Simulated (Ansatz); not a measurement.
**GeH5Si2 (charge −1): density, localisation and related maps**

Input

```
crystal:
  periodic: [false, false, false]
  atoms:
    - symbol: Ge
      position_ang: [-3.187120, 1.168175, -1.039612]
    - symbol: Si
      position_ang: [-3.380376, -0.901214, -0.138243]
    - symbol: Si
      position_ang: [-1.329247, 1.559845, 0.503001]
    - symbol: H
      position_ang: [-4.425126, -1.921582, -0.589158]
    - symbol: H
      position_ang: [-2.601029, -1.607673, 0.964350]
    - symbol: H
      position_ang: [-0.021401, 1.931435, -0.197665]
    - symbol: H
      position_ang: [-1.531029, 2.777404, 1.406560]
    - symbol: H
      position_ang: [-0.897942, 0.475061, 1.481179]
basis:
  gaussian:
    orbitals: def2-TZVPD
total_charge: -1
hamiltonian:
  xc: pbe0
output: {forces: true, orbitals: {seedname: orbitals}}
```

Launched as:

```sh
ansatz run input.yaml --threads 2 --pin off --max-ram 4350MiB --events-out events.jsonl --progress --plain --runs-dir runs
```

Geometry: PBE-D3(BJ)/def2-SVPD.

Method: Ansatz 0.2.0, isolated molecule in a Gaussian basis; Kohn-Sham density functional theory, functional PBE0.

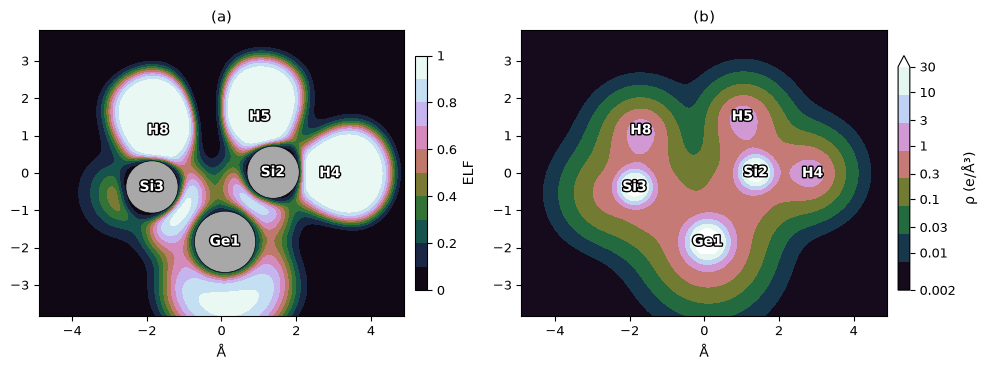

Figure 1. (a) ELF; (b) electron density on the plane of atoms Si2, Ge1 and Si3. Grey discs cover the atomic cores in the ELF map.

### What does the map show?

The section cuts through Ge, Si and H sites. Si–Ge (2.27 Å): ρ at the midpoint is about 0.61 e/Å³; the ELF peaks at about 0.85 between the atoms (a shared electron pair). Si–H (1.52 Å): ρ at the midpoint is about 0.74 e/Å³; the ELF climbs to about 1 towards the hydrogen, as it does in any bond to H. Si–Ge (2.45 Å): ρ at the midpoint is about 0.52 e/Å³; the ELF peaks at about 0.95 between the atoms, as expected for localised, covalent bonding.

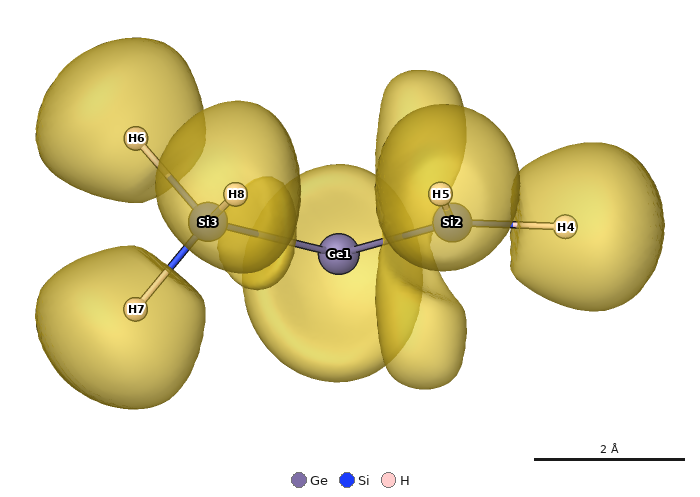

Figure 2. Isosurface of the ELF at 0.8 (yellow), seen from one side. Only the valence region is drawn (cores and ρ < 0.01 e/Å³ removed).

### Where are the electrons localised?

The ELF exceeds this value in one region between bonded Ge–Si atoms (shared pairs), five regions around hydrogen nuclei, one lobe of the valence shell of Si pointing towards Ge (polar bonds) and one lobe on Ge, pointing away from the bonds (lone pairs).

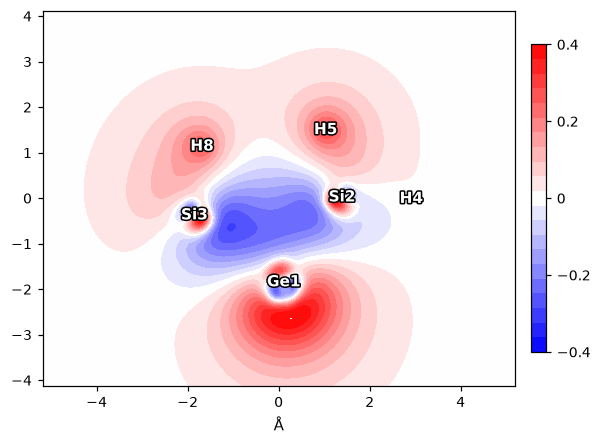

Figure 3. The HOMO−1 on the plane of atoms H4, Si2 and H5 (values in Å⁻³ᐟ²; the overall sign is arbitrary).

### What is the character of this orbital?

It lies mainly on Ge1 (about 60 %), Si3 (about 15 %) and Si2 (about 10 %). Its energy is −1.88 eV.
